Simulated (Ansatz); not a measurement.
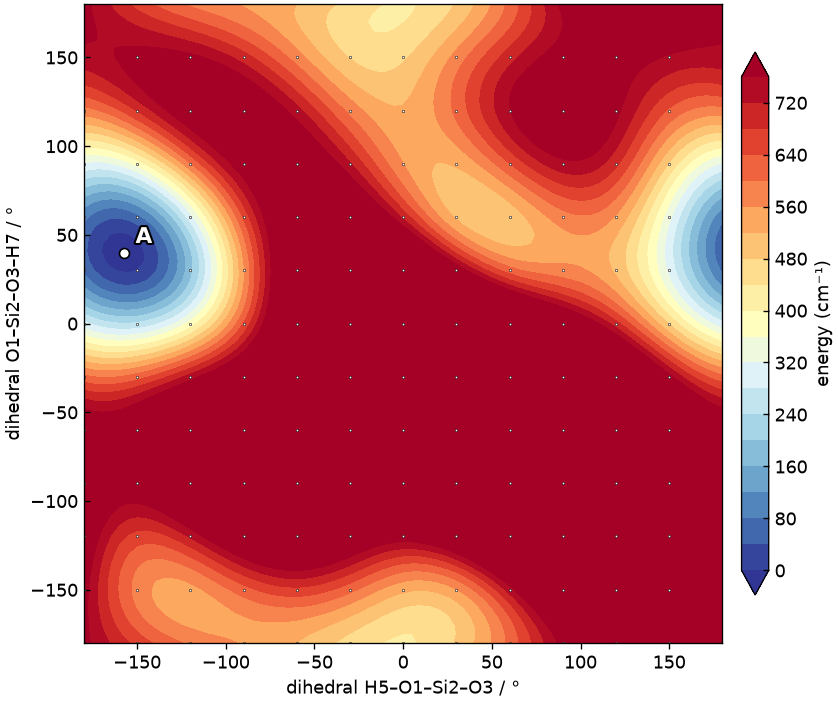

FH3O2Si, SMILES O[SiH](O)F. Coordinates scanned: (1) dihedral H5–O1–Si2–O3; (2) dihedral O1–Si2–O3–H7. Nothing is relaxed (all other coordinates rigid). Grid: 12 × 12 points. Points are written as (first, second). Energies: cm⁻¹, counted from the lowest grid point. Computed with RKS B3LYP-D4/def2-TZVP in Ansatz.

Drawn: filled contours, dots at the grid points, one colour for all values above the top of the scale, the well A. Between grid points the surface is interpolated.

### Estimate the position of the minimum and the force constants in these coordinates. Take the well at A.

The interpolated minimum is at dihedral H5–O1–Si2–O3 ≈ −157°, dihedral O1–Si2–O3–H7 ≈ 40°. The curvatures there are about 0.13 eV/rad² and 0.15 eV/rad², with a cross term of about 0.021 eV/rad². Round the minimum the valley is somewhat tilted: raising dihedral H5–O1–Si2–O3 shifts the best value of dihedral O1–Si2–O3–H7 downwards (coupling k₁₂/√(k₁₁k₂₂) about 0.2). (1 eV is 8066 cm⁻¹.)
